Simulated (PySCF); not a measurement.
## What a change does: excited-state calculation on C₄H₈Si

System: C₄H₈Si.
Method of run 1: TDDFT PBE0/6-31G*, vertical, gas phase, core orbitals frozen in the response (PySCF 2.14.0).

The geometry comes from this level: PBE0-D3(BJ)/def2-SVP. Text and figures count atoms from 1; the logs count them from 0 in places.

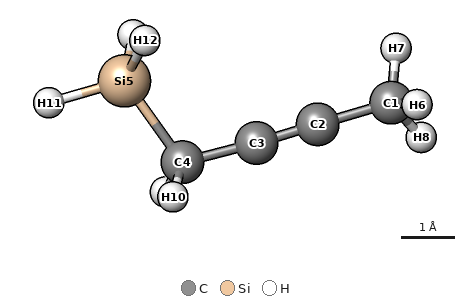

Fig. 1: The structure (ball-and-stick view, seen on its broad side; atoms are numbered from 1 in the order of the input).

## Input, run 1
```
{"job": {"kind": "uv", "xc": "PBE0", "basis": "6-31G*"}, "charge": 0, "multiplicity": 1}
C      2.759765     0.695946    -0.230686
C      1.482275     0.100590     0.128069
C      0.422461    -0.404234     0.434913
C     -0.874599    -0.959120     0.777365
Si    -2.277577     0.227182     0.297237
H      3.209758     1.216735     0.629250
H      2.645886     1.431152    -1.043045
H      3.476604    -0.068374    -0.569531
H     -1.040371    -1.921677     0.262797
H     -0.944386    -1.165547     1.859548
H     -3.594998    -0.369100     0.682209
H     -2.104258     1.528269     1.007950
H     -2.260727     0.461739    -1.176683
```

The first line tells a small driver script what to run in PySCF; the rest is the geometry in Å.

Command:
```bash
OMP_NUM_THREADS=1 python <driver script> task.json out
```

Hardware: 1 CPU thread, shared host.

## Output (run 1)
```
coarse grid: 10928 points
cycle   1  E = -446.3367934679  dE =  2.990e-01  |g| = 3.492e-01  |ddm| = 3.196e+00
cycle   2  E = -446.3445694021  dE = -7.776e-03  |g| = 3.021e-01  |ddm| = 7.493e-01
cycle   3  E = -446.3719900551  dE = -2.742e-02  |g| = 2.640e-02  |ddm| = 4.017e-01
cycle   4  E = -446.3721813276  dE = -1.913e-04  |g| = 7.452e-03  |ddm| = 4.232e-02
cycle   5  E = -446.3721920183  dE = -1.069e-05  |g| = 3.731e-03  |ddm| = 1.208e-02
cycle   6  E = -446.3721949408  dE = -2.922e-06  |g| = 1.658e-03  |ddm| = 4.539e-03
final grid: 99736 points
cycle   7  E = -446.3213637763  dE = -1.232e-05  |g| = 6.699e-03  |ddm| = 2.186e-02
cycle   8  E = -446.3213495415  dE =  1.423e-05  |g| = 1.014e-02  |ddm| = 1.523e-02
cycle   9  E = -446.3213743396  dE = -2.480e-05  |g| = 2.680e-03  |ddm| = 1.019e-02
cycle  10  E = -446.3213761852  dE = -1.846e-06  |g| = 1.265e-04  |ddm| = 2.397e-03
cycle  11  E = -446.3213761887  dE = -3.514e-09  |g| = 6.341e-05  |ddm| = 1.938e-04
cycle  12  E = -446.3213761897  dE = -1.046e-09  |g| = 6.390e-06  |ddm| = 6.880e-05
cycle  13  E = -446.3213761897  dE = -1.160e-11  |g| = 9.043e-07  |ddm| = 1.647e-05
converged SCF energy = -446.3213761897

Static polarisability (au): isotropic 63.620, principal 46.574 50.800 93.487

Singlet excitations
state   eV       nm        f      main configurations
  1   6.4033    193.6   0.00025   H->L+2 0.63, H-1->L+1 0.15, H-1->L 0.11
  2   6.6145    187.4   0.05984   H->L 0.62, H-1->L+2 0.22, H->L+1 0.10
  3   6.6800    185.6   0.00141   H-1->L 0.41, H->L+2 0.25, H-1->L+1 0.25
  4   6.8946    179.8   0.00782   H->L+1 0.45, H->L 0.33, H-1->L+2 0.16
  5   7.1586    173.2   0.00042   H-1->L+1 0.49, H-1->L 0.46
  6   7.8692    157.6   0.00068   H->L+3 0.94
  7   7.9392    156.2   0.08081   H->L+4 0.76, H->L+1 0.13
  8   8.2210    150.8   0.01966   H-1->L+3 0.89
  9   8.2956    149.5   0.00315   H-1->L+4 0.93
 10   8.9435    138.6   0.96125   H-1->L+2 0.26, H->L+1 0.16, H->L+4 0.14

Triplet excitations (Tamm-Dancoff, eV): 5.2094 5.7266 5.7305 6.4323
```

For run 2 the input was changed thus:
```diff
-"basis": "6-31G*"
+"basis": "def2-SVP"
```

Predict how the results change.

The total energy of run 2 is 111.9 kcal/mol higher, which measures the change of basis and not a stability. The HOMO goes from −6.69 to −6.91 eV. The strongest computed line goes from 8.94 to 7.84 eV. The SCF takes 12 iterations against 13. The basis functions go from 90 to 114.

## Output (run 2)
```
coarse grid: 10928 points
cycle   1  E = -446.0528920766  dE =  2.598e-01  |g| = 3.199e-01  |ddm| = 3.663e+00
cycle   2  E = -446.0597285625  dE = -6.836e-03  |g| = 2.753e-01  |ddm| = 7.464e-01
cycle   3  E = -446.0824828915  dE = -2.275e-02  |g| = 2.831e-02  |ddm| = 3.888e-01
cycle   4  E = -446.0827138338  dE = -2.309e-04  |g| = 6.488e-03  |ddm| = 4.076e-02
cycle   5  E = -446.0827222473  dE = -8.413e-06  |g| = 3.224e-03  |ddm| = 1.190e-02
cycle   6  E = -446.0827245870  dE = -2.340e-06  |g| = 1.188e-03  |ddm| = 3.723e-03
final grid: 99736 points
cycle   7  E = -446.1429950764  dE = -1.284e-05  |g| = 5.871e-03  |ddm| = 1.889e-02
cycle   8  E = -446.1429874609  dE =  7.615e-06  |g| = 8.067e-03  |ddm| = 1.309e-02
cycle   9  E = -446.1430031983  dE = -1.574e-05  |g| = 2.324e-03  |ddm| = 8.419e-03
cycle  10  E = -446.1430045806  dE = -1.382e-06  |g| = 1.102e-04  |ddm| = 2.103e-03
cycle  11  E = -446.1430045834  dE = -2.747e-09  |g| = 5.511e-05  |ddm| = 1.819e-04
cycle  12  E = -446.1430045842  dE = -8.018e-10  |g| = 5.728e-06  |ddm| = 6.070e-05
converged SCF energy = -446.1430045842

Static polarisability (au): isotropic 68.161, principal 50.984 54.592 98.906

Singlet excitations
state   eV       nm        f      main configurations
  1   6.3871    194.1   0.00028   H->L+2 0.73, H-1->L+1 0.15
  2   6.6489    186.5   0.03662   H->L+1 0.38, H-1->L+2 0.37, H->L 0.19
  3   6.6888    185.4   0.00149   H-1->L+1 0.50, H-1->L 0.23, H->L+2 0.21
  4   6.9664    178.0   0.01183   H->L 0.72, H->L+1 0.27
  5   7.2551    170.9   0.00012   H-1->L 0.69, H-1->L+1 0.30
  6   7.8412    158.1   0.06774   H->L+4 0.58, H->L+3 0.18
  7   7.8511    157.9   0.01553   H->L+3 0.78, H->L+4 0.14
  8   8.1061    153.0   0.03419   H->L+5 0.76, H->L+4 0.15
  9   8.1741    151.7   0.00025   H-1->L+4 0.95
 10   8.2161    150.9   0.02365   H-1->L+3 0.88

Triplet excitations (Tamm-Dancoff, eV): 5.2166 5.7254 5.7296 6.4347
```

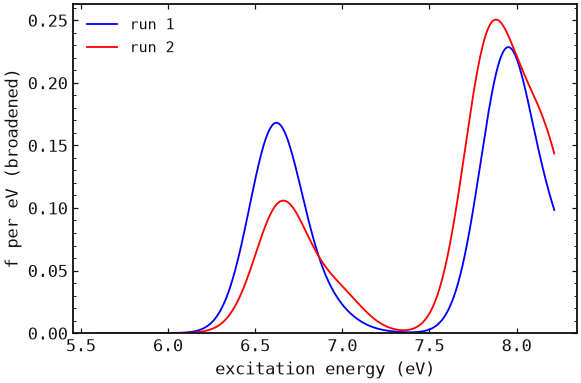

Fig. 2: Absorption of the two runs from their computed states, each broadened by a Gaussian of 0.35 eV full width; the range ends where the shorter list of states ends.

## The two runs side by side

| quantity | run 1 | run 2 |
| --- | --- | --- |
| outcome | converged | converged |
| total energy (hartree) | −446.321376 | −446.143005 |
| HOMO (eV) | −6.69 | −6.91 |
| LUMO (eV) | 1.09 | 1.12 |
| dipole moment (D) | 0.54 | 0.53 |
| lowest excitation (eV) | 6.40 | 6.39 |
| SCF iterations | 13 | 12 |
| strongest computed line (eV) | 8.94 | 7.84 |
| basis functions | 90 | 114 |
| wall time (shared host) | 7.8 s | 9.7 s |
